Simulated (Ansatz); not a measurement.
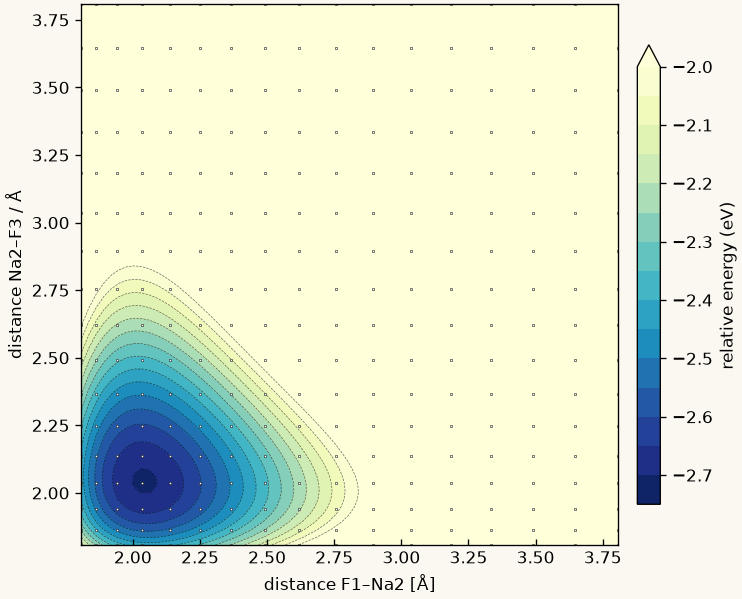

The system F⁻ + NaF. First axis: distance F1–Na2. Second axis: distance Na2–F3. Nothing is relaxed (the angle F1–Na2–F3 is fixed at 180 degrees). Grid: 17 × 17 points; 153 points were computed and 136 follow by symmetry. Points are written as (first, second). All energies are given in eV relative to F with charge -1 far from the relaxed NaF (each part in its own basis). Method: RKS PBE0-D4/def2-SVPD in Ansatz 0.2.0.

In the figure: filled contours, dots at the grid points, one colour for all values above the top of the scale. Between grid points the surface is interpolated.

Estimate the position of the minimum and the force constants in these coordinates.

The interpolated minimum is at distance F1–Na2 ≈ 2.042 Å, distance Na2–F3 ≈ 2.042 Å. The curvatures there are about 6.7 eV/Å² and 6.7 eV/Å², with a cross term of about 0.4 eV/Å². Round the minimum the two coordinates are weakly coupled (coupling 0.06 in units of the two stiffnesses).
